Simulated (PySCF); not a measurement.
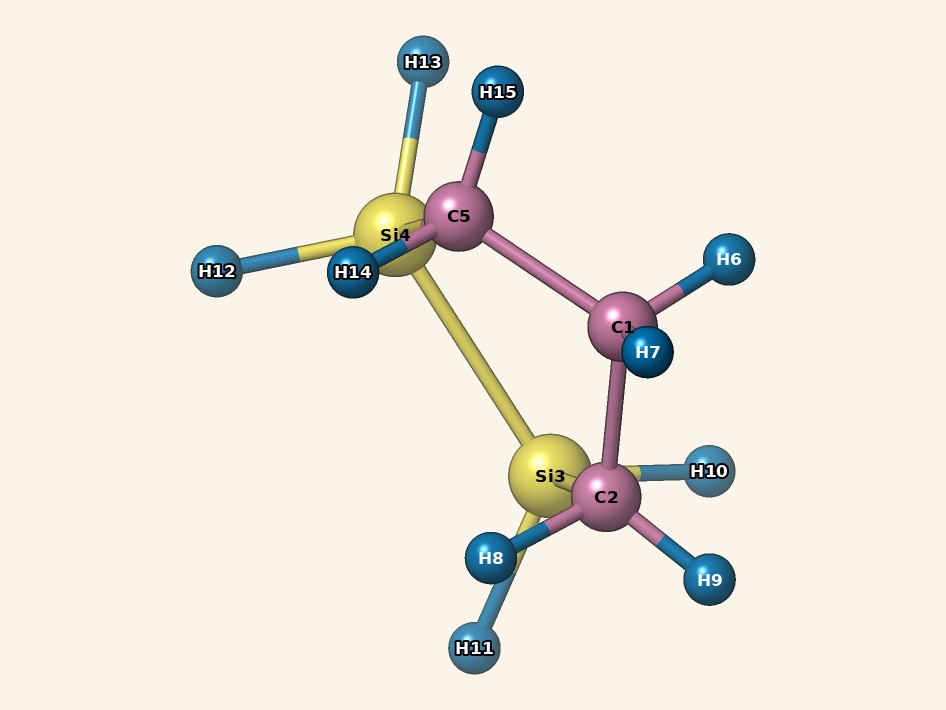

Si3 lies behind C2. The molecule seen a little off the C2–Si3 bond, C2 in front. Atoms fade into the background with distance from the viewer. Geometry: a frame of a GFN2-xTB molecular-dynamics simulation, not a minimum.

**What is the torsion angle C1–C2–Si3–Si4? The sign is positive where the front bond must turn clockwise to cover the back bond.**

−33°, synclinal (gauche).
